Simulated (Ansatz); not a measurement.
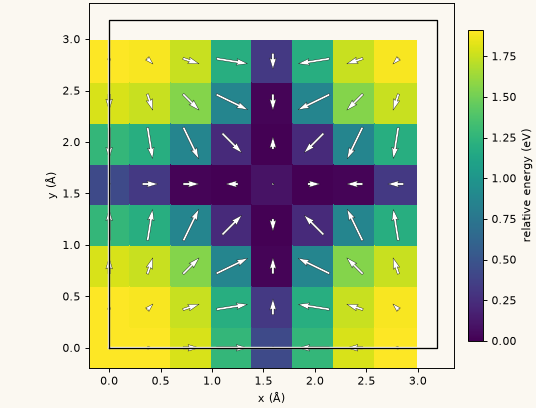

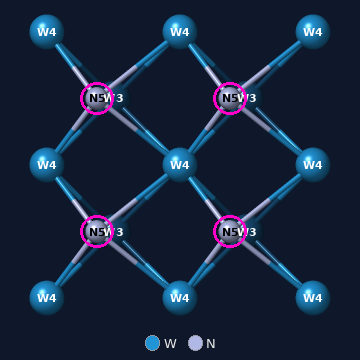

Energy landscape of N on a W(100) slab cut from the Im-3m phase, its upper half relaxed before the scan (4 atoms of substrate and one adsorbate in a 1 × 1 cell). N is moved over the surface cell; relaxed at each place: the height of the adsorbate's atoms; substrate rigid; the origin of the map has the adsorbate above W4. Places are given modulo a cell vector. The map is drawn in real space over the plane of the surface. The scan uses an 8 × 8 grid; 15 points were computed and 49 follow by symmetry. Energies are in eV, from the lowest grid point. With one adsorbate in each 1 × 1 cell, its nearest image is 3.2 Å away, so neighbouring adsorbates interact. These are results of DFT PBE, scalar-relativistic, plane waves, PAW in Ansatz 0.2.0, not measurements. Settings: cutoff 420 eV, k-mesh 8×8×1, gaussian smearing 0.1 eV, no spin polarisation.

In the figure: one coloured cell a grid point, arrows along the force (downhill), their lengths compressed, the outline of one cell of the plane. The second picture is the structure at the lowest point; rings mark the moved atoms.

> Describe this landscape.

The lowest grid point is at (3/8, 4/8) of the cell vectors [nearest 3 W at 2.11 Å]. The highest grid point, the top site over a surface W atom, (0/8, 0/8) of the cell vectors, lies 1.91 eV above the lowest. At the lowest point the adsorbate has 3 W at 2.11 Å as nearest neighbours, at the highest 1 W at 1.74 Å. Its relaxed height above the top atom is 0.68 Å at the lowest and 1.74 Å at the highest point.

Time for the 15 points that were run: 18 min on 1 thread of Intel(R) Xeon(R) Platinum 8259CL CPU @ 2.50GHz (Skylake/Cascade Lake), on a shared host.

PAW datasets: the set soft_1.
